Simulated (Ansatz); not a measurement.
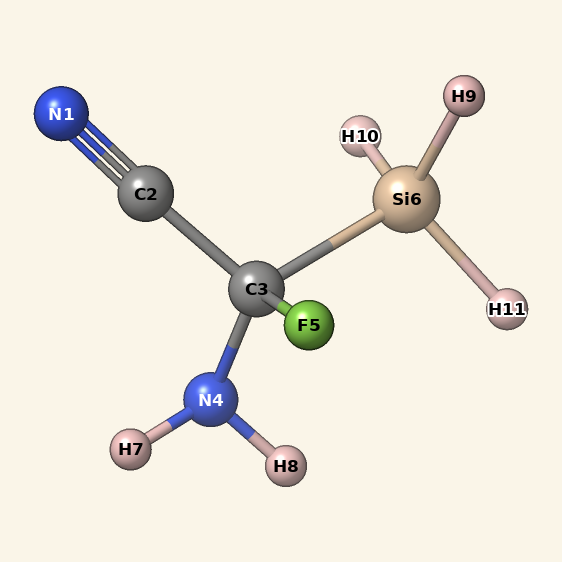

Atoms fade into the background with distance from the viewer. Computed geometry: PBE-D4/def2-SVP optimisation. No frequency run is at hand to confirm it as a minimum.

### Find the stereocentres and stereogenic double bonds.

Centres: C3.

### Assign CIP descriptors.

C3: S (priorities Si6 > F5 > N4 > C2).

### Give a SMILES with the stereochemistry.

N#C[C@](N)(F)[SiH3]
